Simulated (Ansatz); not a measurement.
## Electronic structure of MgZn$_{3}$Cu$_{8}$Sn$_{4}$S$_{16}$ in real space

```cif
data_structure
_symmetry_space_group_name_H-M 'P 1'
_symmetry_Int_Tables_number 1
_cell_length_a 7.6162
_cell_length_b 7.6162
_cell_length_c 10.8150
_cell_angle_alpha 90.000
_cell_angle_beta 90.000
_cell_angle_gamma 90.000
_cell_volume 627.34
loop_
_atom_site_label
_atom_site_type_symbol
_atom_site_fract_x
_atom_site_fract_y
_atom_site_fract_z
_atom_site_occupancy
Mg1 Mg 0.00000 0.00000 0.00000 1
Zn1 Zn 0.50000 0.00000 0.49988 1
Zn2 Zn 0.50000 0.50000 0.00000 1
Zn3 Zn 0.00000 0.50000 0.50012 1
Cu1 Cu 0.74787 0.24950 0.25179 1
Cu2 Cu 0.24950 0.25213 0.74821 1
Cu3 Cu 0.25213 0.75050 0.25179 1
Cu4 Cu 0.75050 0.74787 0.74821 1
Cu5 Cu 0.50000 0.00000 0.00193 1
Cu6 Cu 0.00000 0.00000 0.50000 1
Cu7 Cu 0.00000 0.50000 0.99807 1
Cu8 Cu 0.50000 0.50000 0.50000 1
Sn1 Sn 0.74736 0.25177 0.74773 1
Sn2 Sn 0.25177 0.25264 0.25227 1
Sn3 Sn 0.25264 0.74823 0.74773 1
Sn4 Sn 0.74823 0.74736 0.25227 1
S1 S 0.01285 0.73701 0.12599 1
S2 S 0.51537 0.74472 0.61830 1
S3 S 0.51398 0.24584 0.12062 1
S4 S 0.01296 0.24565 0.61977 1
S5 S 0.75435 0.01296 0.38023 1
S6 S 0.26299 0.01285 0.87401 1
S7 S 0.25528 0.51537 0.38170 1
S8 S 0.75416 0.51398 0.87938 1
S9 S 0.48463 0.25528 0.61830 1
S10 S 0.98715 0.26299 0.12599 1
S11 S 0.98704 0.75435 0.61977 1
S12 S 0.48602 0.75416 0.12062 1
S13 S 0.73701 0.98715 0.87401 1
S14 S 0.24565 0.98704 0.38023 1
S15 S 0.24584 0.48602 0.87938 1
S16 S 0.74472 0.48463 0.38170 1
```

Space group P-4; a generated structure, not necessarily the stable one; computed without spin polarisation.

Theory: Ansatz, DFT PBEsol, scalar-relativistic, plane waves, PAW.

The density is the valence pseudo-density of a PAW calculation; it isn't the true density close to the nuclei.

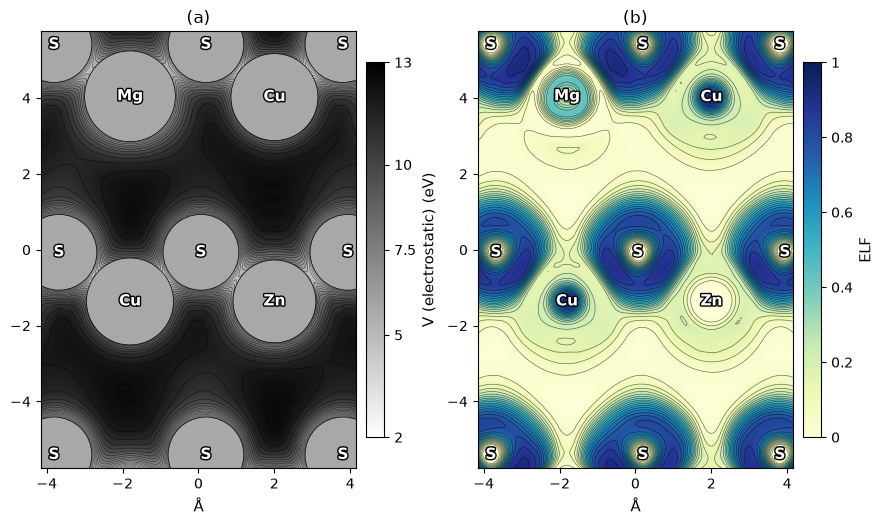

Figure 1. (a) electrostatic potential energy of an electron; (b) electron localisation function on the (100) plane of the conventional cell. Grey discs cover the atomic cores in the potential map.

Question: What do the fields say about this system?

Answer:
- Atoms in the plane: Mg, Zn, Cu and S.
- Cu–S (2.28 Å): the ELF peaks at about 0.90 in the valence shell of S, 0.8 Å from its nucleus, and is about 0.45 at the midpoint.
- Zn–S (2.33 Å): the ELF peaks at about 0.90 in the valence shell of S, 0.8 Å from its nucleus, and is about 0.55 at the midpoint.
- Mg–S (2.42 Å): the ELF peaks at about 0.95 in the valence shell of S, 0.9 Å from its nucleus, and falls to about 0.05 next to Mg; an ionic contact with no shared pair.
- The features right at Cu lie inside the PAW spheres, where the map follows smoothed inner orbitals and isn't to be read closely.
- Outside the cores the potential energy rises away from the atoms and is highest about 2.0 Å from the nearest atoms; its zero is arbitrary.

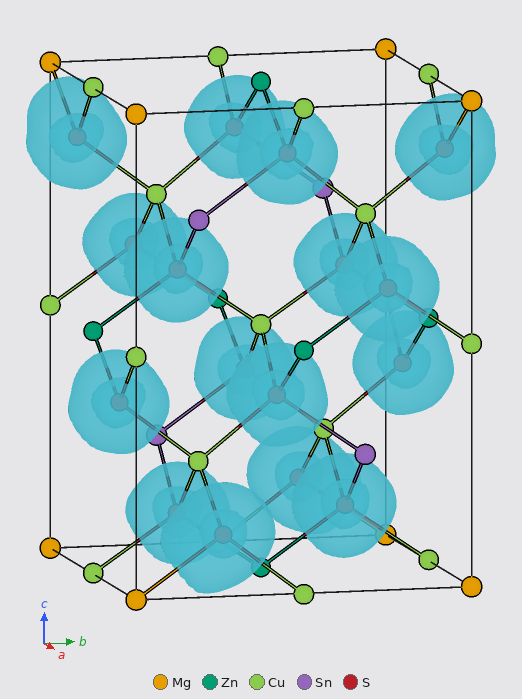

Figure 2. Isosurface of the ELF at 0.7 (cyan), seen slightly off an axis. Core shells and regions of very low density are left out. Sticks mark near contacts.

Question: Describe the localisation domains.

Answer: The ELF exceeds this value in 16 regions wrapped around S (the valence shell of each), counted in one cell of 32 atoms. Any copies at cell faces, edges or corners count once. Along the contacts the grid gives the following. Cu–S (2.26 Å): the ELF peaks at about 0.90 in the valence shell of S, 0.8 Å from its nucleus, and is about 0.45 at the midpoint.
